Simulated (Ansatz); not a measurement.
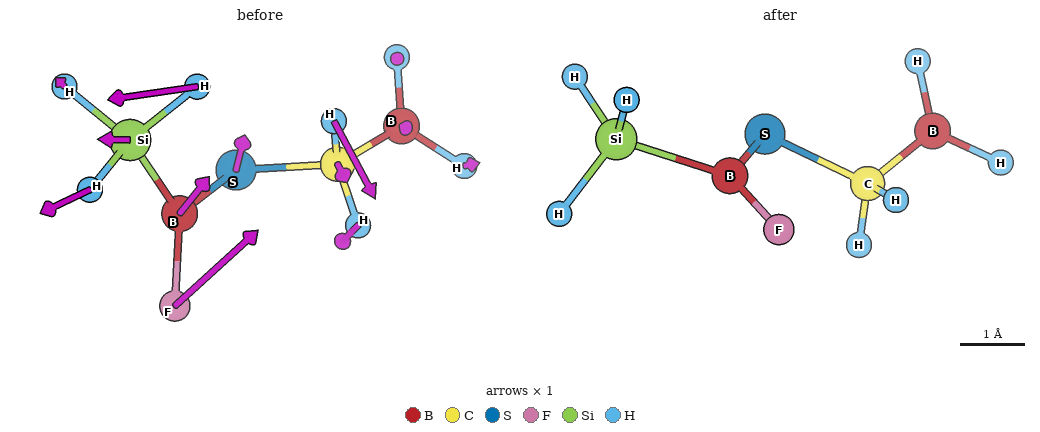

The structure of CH7B2FSSi before (left) and after (right) a relaxation, at one scale. The purple arrows give the displacements, at their true length.

A ball-and-stick model, seen at a tilt.

The run prepares an end point of a later path (torsion) calculation, from a guessed geometry.

The calculation used RKS PBE0-D4/def2-SVP (Ansatz). Set-up: no spin polarisation; force threshold 0.015 eV/Å; at most 40 steps.

### Summarise the run.

The relaxation stopped without meeting its thresholds, so the last structure isn't shown to be converged. It used up its limit of 40 steps. Over 37 accepted moves (39 points after the start) the energy falls by 146.0 kJ/mol. The largest force component goes from 4.5 to 0.02 eV/Å. The line search rejected the trial steps at points 27, 35 of the run. The largest move after the best rigid fit is that of the F atom, 2.17 Å. Largest moves by element: F 2.17 Å, H 1.74 Å, B 1.00 Å, S 0.90 Å, Si 0.55 Å, C 0.55 Å. Near-neighbour distances that change, for instance: B–S 1.961 → 1.785 Å, B–Si 1.878 → 2.031 Å, B–F 1.471 → 1.336 Å, H–Si 1.460 → 1.498 Å. Bond angles that change, for instance: C–S–B 92.3° → 104.0°, B–C–S 108.3° → 115.8°, H–C–H 109.9° → 104.0°. Groups turn about B–S by about 90°, B–Si by about 60°, B–C by about 60°. The run took 3.1 min on 2 threads of Arm Neoverse V1, on a shared host, peak memory 0.32 GiB.
